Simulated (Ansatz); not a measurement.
**Two runs on C$_{2}$H$_{3}$OSi**

System: C$_{2}$H$_{3}$OSi, multiplicity 2.
Method of run 1: UHF-CCSD(T), frozen core/def2-TZVPP (Ansatz 0.2.0).

The geometry comes from this level: PBE0-D4/def2-TZVP. Text and figures count atoms from 1; the logs count them from 0 in places.

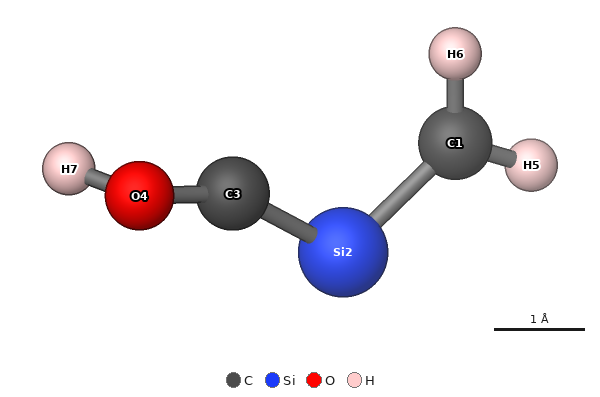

The structure (ball-and-stick view, seen at a tilt; atoms are numbered from 1 in the order of the input). Bond lengths as drawn: C–H 1.08 Å, C–O 1.28 Å, C–Si 1.73 to 1.78 Å and H–O 0.97 Å.

## The input, run 1
```yaml
crystal:
  periodic: [false, false, false]
  atoms:
    - {symbol: C, position_ang: [-1.185266, 1.213291, -0.286935]}
    - {symbol: Si, position_ang: [0.072385, 0.212268, -1.056961]}
    - {symbol: C, position_ang: [0.916689, -0.696914, 0.151217]}
    - {symbol: O, position_ang: [1.836385, -1.454753, 0.615564]}
    - {symbol: H, position_ang: [-1.812641, 1.844871, -0.906126]}
    - {symbol: H, position_ang: [-1.375156, 1.260264, 0.777702]}
    - {symbol: H, position_ang: [1.547604, -2.379017, 0.705529]}
basis:
  gaussian: {orbitals: def2-TZVPP}
magnetization: {spin_polarized: true, initial_magnetization: 1}
correlation: {method: ccsd_t}
scf: {omitted_lower_state_checks: [cluster_reference]}
```

Hardware: 4 CPU threads, shared host.

## Output (run 1)
```
Functional definition: HF
  exchange = exact_x
  correlation = 0
these checks for a lower state are left out or cut short: cluster_reference
1074 factors; integrals over basis functions are off by at most 1.1e-3 eV
mean field evaluation 1: about -12000.1611 eV, gradient 2.6e1 eV
mean field evaluation 2: about -12000.1670 eV, gradient 2.6e1 eV
mean field evaluation 4: about -12004.2381 eV, gradient 4.4e0 eV
mean field evaluation 8: about -12004.9488 eV, gradient 9.9e-1 eV
mean field evaluation 16: about -12005.3844 eV, gradient 1.3e-1 eV
mean field evaluation 32: about -12005.3850 eV, gradient 2.3e-2 eV
mean field evaluation 64: about -12005.0117 eV, gradient 7.8e-1 eV
mean field -12005.38498283 eV, -441.1897605770 hartree, gradient 2.9e-6 eV, S^2 1.871669; 5 other end points of the search recorded, 0 dependent functions left out
8 core orbitals not correlated: weight in the atoms' cores, before any rotation towards them, 1.000 or more for the frozen orbitals, at most 0.000 for the correlated occupied ones
reference -12005.38498283 eV, -441.1897605770 hartree; 11, 10 occupied and 158, 159 virtual orbitals, 1074 factors
second order -16.01902617 eV of doubles, -0.00000000 eV of singles
cycle   1  -16.47905728 eV  change   -4.6e-1 eV  update   1.3e-1
cycle   2  -17.07778640 eV  change   -6.0e-1 eV  update   6.5e-2
cycle   3  -17.36509355 eV  change   -2.9e-1 eV  update   5.8e-2
cycle   4  -17.47408709 eV  change   -1.1e-1 eV  update   3.7e-2
cycle   5  -17.52198731 eV  change   -4.8e-2 eV  update   2.3e-2
cycle   6  -17.57566555 eV  change   -5.4e-2 eV  update   1.4e-2
cycle   7  -17.59960439 eV  change   -2.4e-2 eV  update   8.7e-3
cycle   8  -17.61025610 eV  change   -1.1e-2 eV  update   4.6e-3
cycle   9  -17.61561008 eV  change   -5.4e-3 eV  update   2.1e-3
cycle  10  -17.61460277 eV  change    1.0e-3 eV  update   1.2e-3
cycle  11  -17.61572233 eV  change   -1.1e-3 eV  update   6.7e-4
cycle  12  -17.61660108 eV  change   -8.8e-4 eV  update   4.1e-4
cycle  13  -17.61635249 eV  change    2.5e-4 eV  update   2.6e-4
cycle  14  -17.61648502 eV  change   -1.3e-4 eV  update   1.6e-4
cycle  15  -17.61633096 eV  change    1.5e-4 eV  update   8.9e-5
cycle  16  -17.61633576 eV  change   -4.8e-6 eV  update   5.0e-5
cycle  17  -17.61636927 eV  change   -3.4e-5 eV  update   2.6e-5
cycle  18  -17.61638002 eV  change   -1.1e-5 eV  update   1.5e-5
perturbative correction -0.96595223 eV, -0.0354980895 hartree
Total energy: -12023.96731508 eV, -441.8726486914 hartree
Checks for a lower state left out: cluster_reference
```

For run 2 the input was changed thus:
```diff
-    - {symbol: C, position_ang: [0.916689, -0.696914, 0.151217]}
-    - {symbol: O, position_ang: [1.836385, -1.454753, 0.615564]}
+    - {symbol: C, position_ang: [0.844629, -0.619317, 0.048102]}
+    - {symbol: O, position_ang: [1.764325, -1.377156, 0.512448]}
-    - {symbol: H, position_ang: [1.547604, -2.379017, 0.705529]}
+    - {symbol: H, position_ang: [1.475545, -2.301420, 0.602413]}
```

How does run 2 compare with run 1?

With the same method and basis, run 2 lies 8.5 kcal/mol higher.

## Output (run 2)
```
Functional definition: HF
  exchange = exact_x
  correlation = 0
these checks for a lower state are left out or cut short: cluster_reference
1073 factors; integrals over basis functions are off by at most 1.1e-3 eV
mean field evaluation 1: about -12000.4182 eV, gradient 2.4e1 eV
mean field evaluation 2: about -12000.4244 eV, gradient 2.4e1 eV
mean field evaluation 4: about -12003.9113 eV, gradient 3.8e0 eV
mean field evaluation 8: about -12004.5226 eV, gradient 8.5e-1 eV
mean field evaluation 16: about -12004.9273 eV, gradient 1.9e-1 eV
mean field evaluation 32: about -12004.9275 eV, gradient 6.8e-3 eV
mean field evaluation 64: about -12004.3975 eV, gradient 3.3e0 eV
mean field evaluation 96: about -12003.9757 eV, gradient 7.6e-4 eV
mean field evaluation 128: about -12004.4982 eV, gradient 7.2e-2 eV
mean field evaluation 160: about -12004.6002 eV, gradient 1.8e-1 eV
mean field -12004.92752258 eV, -441.1729492229 hartree, gradient 3.3e-6 eV, S^2 1.759854; 13 other end points of the search recorded, 0 dependent functions left out
8 core orbitals not correlated: weight in the atoms' cores, before any rotation towards them, 1.000 or more for the frozen orbitals, at most 0.000 for the correlated occupied ones
reference -12004.92752258 eV, -441.1729492229 hartree; 11, 10 occupied and 158, 159 virtual orbitals, 1073 factors
second order -16.16302283 eV of doubles, -0.00000000 eV of singles
cycle   1  -16.60422876 eV  change   -4.4e-1 eV  update   1.3e-1
cycle   2  -17.19421764 eV  change   -5.9e-1 eV  update   6.3e-2
cycle   3  -17.47567037 eV  change   -2.8e-1 eV  update   5.7e-2
cycle   4  -17.57685984 eV  change   -1.0e-1 eV  update   3.6e-2
cycle   5  -17.62410186 eV  change   -4.7e-2 eV  update   2.3e-2
cycle   6  -17.67978639 eV  change   -5.6e-2 eV  update   1.4e-2
cycle   7  -17.70538024 eV  change   -2.6e-2 eV  update   8.2e-3
cycle   8  -17.71417615 eV  change   -8.8e-3 eV  update   3.8e-3
cycle   9  -17.71782954 eV  change   -3.7e-3 eV  update   1.5e-3
cycle  10  -17.71706601 eV  change    7.6e-4 eV  update   8.4e-4
cycle  11  -17.71784331 eV  change   -7.8e-4 eV  update   4.5e-4
cycle  12  -17.71839340 eV  change   -5.5e-4 eV  update   2.6e-4
cycle  13  -17.71823878 eV  change    1.5e-4 eV  update   1.6e-4
cycle  14  -17.71830082 eV  change   -6.2e-5 eV  update   9.4e-5
cycle  15  -17.71823115 eV  change    7.0e-5 eV  update   5.3e-5
cycle  16  -17.71822560 eV  change    5.6e-6 eV  update   2.9e-5
cycle  17  -17.71824823 eV  change   -2.3e-5 eV  update   1.5e-5
perturbative correction -0.95298578 eV, -0.0350215816 hartree
Total energy: -12023.59875660 eV, -441.8591044169 hartree
Checks for a lower state left out: cluster_reference
```

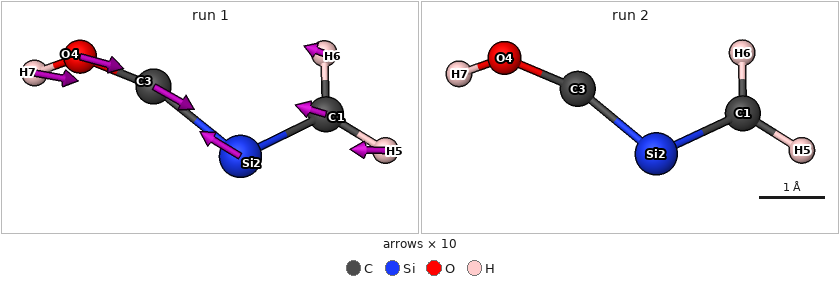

The two input geometries at one scale (ball-and-stick view, seen at a tilt). The pink arrows on the first give the shifts of the atoms after the best rigid fit, magnified 10 times. The largest move after the best rigid fit is that of Si2, 0.076 Å. Largest moves by element: Si 0.076 Å, C 0.075 Å, O 0.073 Å, H 0.073 Å. Among the contacts that change: Si2–C3 1.732 → 1.584 Å.

## The two runs side by side

```tsv
quantity	run 1	run 2
outcome	converged	converged
total energy (hartree)	−441.872649	−441.859104
⟨S²⟩	1.872	1.760
basis functions	177	177
wall time (shared host)	34 s	39 s
```

For run 1: ⟨S²⟩ is 1.87 against 0.75 for a pure state: the solution is spin-contaminated. For run 2: ⟨S²⟩ is 1.76 against 0.75 for a pure state: the solution is spin-contaminated.
